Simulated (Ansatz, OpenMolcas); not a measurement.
**A ladder of methods for SiAsNH6 (SMILES N[AsH][SiH3])**

SiAsNH6 has 9 atoms, charge 0, and is taken as a singlet. SMILES: `N[AsH][SiH3]`. Geometry: relaxed at PBE0-D4/def2-TZVP. This is one conformer, not always the lowest.

```xyz
9

N    -1.1011    0.7190   -1.1456
As    0.7351    0.4381   -0.9889
Si    0.5573   -1.0647    0.8286
H    -1.3037    1.2914   -1.9543
H    -1.5253    1.1443   -0.3323
H     1.1441    1.5926   -0.0598
H     1.8895   -1.1940    1.4779
H     0.1239   -2.3933    0.3267
H    -0.4312   -0.5797    1.8306
```

Each level gives the vertical ionisation energy (to the doublet cation) (eV). The values are calculated.

```
             level                    kind     program  value (eV)
       HF/def2-SVP            Hartree–Fock      Ansatz        8.45
     BLYP/def2-SVP                     GGA      Ansatz        8.70
   revPBE/def2-SVP                     GGA      Ansatz        8.83
     TPSS/def2-SVP                meta-GGA  OpenMolcas        8.92
   M06-2X/def2-SVP         hybrid meta-GGA  OpenMolcas        9.16
CAM-B3LYP/def2-SVP  range-separated hybrid      Ansatz        9.21
 PBE-QIDH/def2-SVP           double hybrid      Ansatz        9.30
  RPA@PBE/def2-SVP                     RPA      Ansatz        8.86
 RPA@PBE0/def2-SVP                     RPA      Ansatz        9.02
     CCSD/def2-SVP   coupled cluster or CI      Ansatz        9.06
```

All-electron rows without a relativistic Hamiltonian named are non-relativistic. The values span 8.45 to 9.30 eV. In the correlated wave-function rows the outer d shell of As is correlated, in sets not made for it.

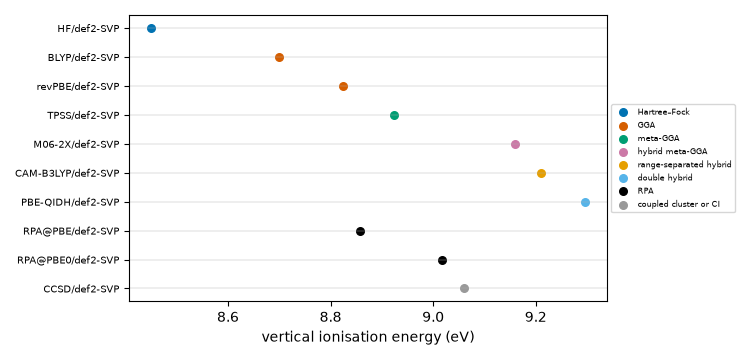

The values of the table, level by level.
